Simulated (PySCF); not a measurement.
# CH7GeP: geometry relaxation

The run: geometry relaxation of CH7GeP, SMILES [CH3][GeH2][PH2]. Method and program: PBE0-D3(BJ)/def2-SVP geometry optimisation, gas phase (PySCF 2.14.0).

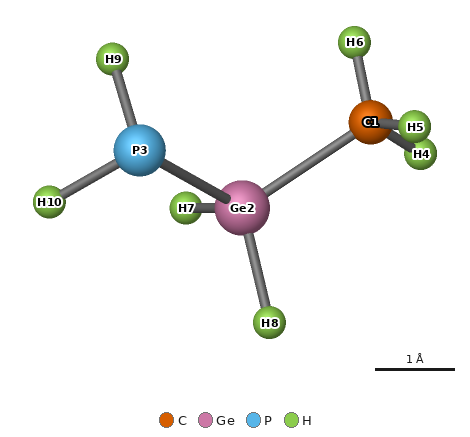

**Figure 1.** The input geometry (ball-and-stick view, seen at a tilt; atoms are numbered from 1 in the order of the input). Sticks mark near contacts. Bond lengths as drawn: C–Ge 1.96 Å, C–H 1.06 to 1.09 Å, Ge–H 1.51 to 1.52 Å, Ge–P 2.29 Å and H–P 1.37 to 1.39 Å.

**Summary**

| quantity | value |
| --- | --- |
| outcome | converged |
| total energy | −2459.839081 hartree |
| dipole moment | 1.08 D |
| point group | C1 |
| hardware | 1 CPU thread, shared host |
| wall time | 17 s |
| peak memory | 0.41 GiB |

**Input**
```
{"job": {"xc": "PBE0", "basis": "def2-SVP", "d3": "d3bj", "grid": 1, "maxiter": 30, "shake": 0.01, "kind": "geom"}, "charge": 0, "multiplicity": 1}
C     -1.464530    -0.543720    -0.141650
Ge     0.072830     0.677650    -0.069590
P      1.823260    -0.353810     0.981790
H     -2.305260    -0.016710    -0.597750
H     -1.763990    -0.844480     0.845150
H     -1.267960    -1.400890    -0.735870
H      0.409510     1.179690    -1.462660
H     -0.284690     1.936260     0.689560
H      2.056900    -1.211220    -0.054490
H      2.774370     0.556300     0.524470
```

The first line tells a small driver script what to run in PySCF; the rest is the geometry in Å.

Run as:
```bash
OMP_NUM_THREADS=1 python <driver script> task.json out
```

**Log**
```
step   0  E = -2459.83376962  max force = 0.029839
step   1  E = -2459.83869797  max force = 0.006883
step   2  E = -2459.83905340  max force = 0.001360
step   3  E = -2459.83907324  max force = 0.000273
step   4  E = -2459.83908105  max force = 0.000432
optimisation converged
```

**Trajectory as extended XYZ (Å, eV, eV/Å), 5 frames, from step=0 to step=4**
```
10
Properties=species:S:1:pos:R:3:forces:R:3 step=0 energy=-66935.48625
C    -1.4645   -0.5437   -0.1416    0.1210   1.4424   0.0317
Ge    0.0728    0.6776   -0.0696   -0.5051  -0.3087  -0.1746
P     1.8233   -0.3538    0.9818   -0.4164   0.2768   1.5344
H    -2.3053   -0.0167   -0.5978   -0.2211   0.1820  -0.1127
H    -1.7640   -0.8445    0.8451   -0.1679  -0.2928   0.8520
H    -1.2680   -1.4009   -0.7359    0.3967  -1.1716  -0.7363
H     0.4095    1.1797   -1.4627    0.1724  -0.0143  -0.5046
H    -0.2847    1.9363    0.6896   -0.1591   0.3664   0.4538
H     2.0569   -1.2112   -0.0545    0.2329  -1.0407  -1.1556
H     2.7744    0.5563    0.5245    0.5466   0.5604  -0.1880
10
Properties=species:S:1:pos:R:3:forces:R:3 step=1 energy=-66935.62036
C    -1.3613   -0.5169   -0.2050   -0.0285  -0.3227  -0.0848
Ge    0.2039    0.6450   -0.1557    0.0072   0.2793  -0.0684
P     1.9547   -0.4416    0.9331    0.1856  -0.1172  -0.3540
H    -2.2103    0.0155   -0.6558   -0.0232   0.0386  -0.0153
H    -1.6512   -0.8363    0.8091    0.0669   0.0317  -0.0696
H    -1.1594   -1.4183   -0.8159   -0.0259   0.1996   0.1615
H     0.5887    1.0818   -1.5996   -0.0418  -0.0667   0.1897
H    -0.1259    1.9247    0.6663    0.0739  -0.1705  -0.1038
H     2.2094   -1.3517   -0.1663   -0.0753   0.2596   0.2866
H     2.9489    0.5000    0.4913   -0.1389  -0.1319   0.0579
10
Properties=species:S:1:pos:R:3:forces:R:3 step=2 energy=-66935.63003
C    -1.3593   -0.5206   -0.2049   -0.0265  -0.0586  -0.0325
Ge    0.2028    0.6497   -0.1583   -0.0208   0.0397   0.0046
P     1.9512   -0.4409    0.9263    0.0190  -0.0451  -0.0699
H    -2.2127    0.0093   -0.6537    0.0059   0.0008   0.0093
H    -1.6376   -0.8374    0.8105    0.0169   0.0103   0.0039
H    -1.1532   -1.4173   -0.8088    0.0079   0.0257   0.0253
H     0.5853    1.0810   -1.5902    0.0092  -0.0085  -0.0090
H    -0.1155    1.9189    0.6595    0.0071   0.0003   0.0064
H     2.1965   -1.3344   -0.1671   -0.0111   0.0410   0.0521
H     2.9401    0.4938    0.4881   -0.0077  -0.0057   0.0097
10
Properties=species:S:1:pos:R:3:forces:R:3 step=3 energy=-66935.63057
C    -1.3580   -0.5230   -0.2029   -0.0098  -0.0017  -0.0050
Ge    0.2001    0.6538   -0.1601   -0.0090   0.0141  -0.0020
P     1.9483   -0.4413    0.9208   -0.0074  -0.0052   0.0020
H    -2.2148    0.0025   -0.6496   -0.0004  -0.0051   0.0059
H    -1.6290   -0.8378    0.8148    0.0047   0.0032   0.0081
H    -1.1473   -1.4191   -0.8040    0.0083  -0.0058  -0.0001
H     0.5831    1.0828   -1.5928    0.0031  -0.0031  -0.0059
H    -0.1154    1.9221    0.6595    0.0013   0.0024   0.0042
H     2.1919   -1.3305   -0.1714    0.0023  -0.0049  -0.0087
H     2.9385    0.4927    0.4873    0.0069   0.0061   0.0014
10
Properties=species:S:1:pos:R:3:forces:R:3 step=4 energy=-66935.63078
C    -1.3564   -0.5259   -0.1993    0.0034   0.0171   0.0090
Ge    0.1972    0.6578   -0.1625    0.0008  -0.0007  -0.0051
P     1.9463   -0.4404    0.9146   -0.0112   0.0080   0.0208
H    -2.2181   -0.0065   -0.6435   -0.0030  -0.0067   0.0017
H    -1.6201   -0.8382    0.8211   -0.0010  -0.0015   0.0042
H    -1.1410   -1.4222   -0.7979    0.0027  -0.0115  -0.0050
H     0.5789    1.0847   -1.5964   -0.0026   0.0004  -0.0014
H    -0.1167    1.9255    0.6587   -0.0011   0.0016   0.0005
H     2.1891   -1.3265   -0.1794    0.0060  -0.0125  -0.0222
H     2.9383    0.4939    0.4862    0.0061   0.0058  -0.0024
```

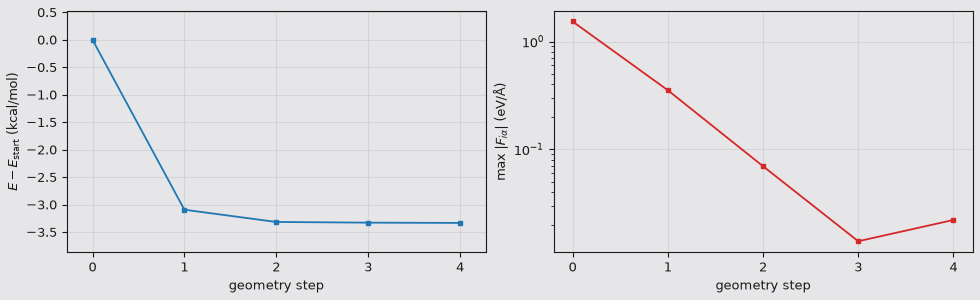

**Figure 2.** Progress of the relaxation, step by step (steps are counted from 0).

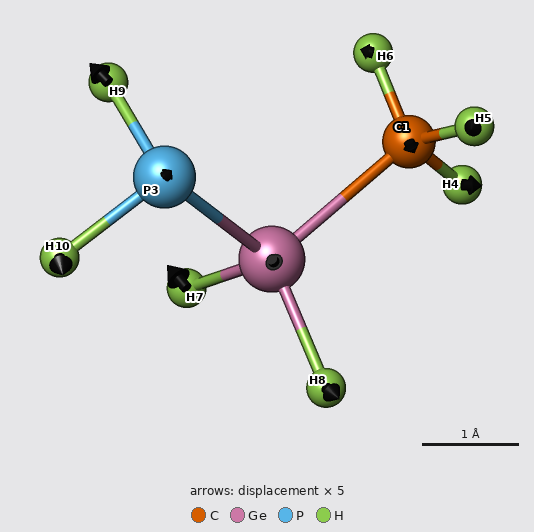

**Figure 3.** The starting structure with the displacements as black arrows, magnified 5 times (ball-and-stick view, seen at a tilt). The two geometries are laid on each other by the best rigid fit. Over 4 geometry steps the energy falls by 3.33 kcal/mol. The largest force component goes from 1.5 to 0.022 eV/Å. The atom that moves furthest after the best rigid fit is H7 (0.074 Å). Largest moves by element: H 0.074 Å, Ge 0.038 Å, C 0.030 Å, P 0.023 Å. Distances before and after: P3–H9 1.365 → 1.429 Å, Ge2–P3 2.288 → 2.329 Å, C1–H6 1.061 → 1.099 Å, P3–H10 1.394 → 1.428 Å. Among the angles that change: H7–Ge2–H8 103.8° → 108.5°. (Atoms are counted from 1 in the order of the input.)
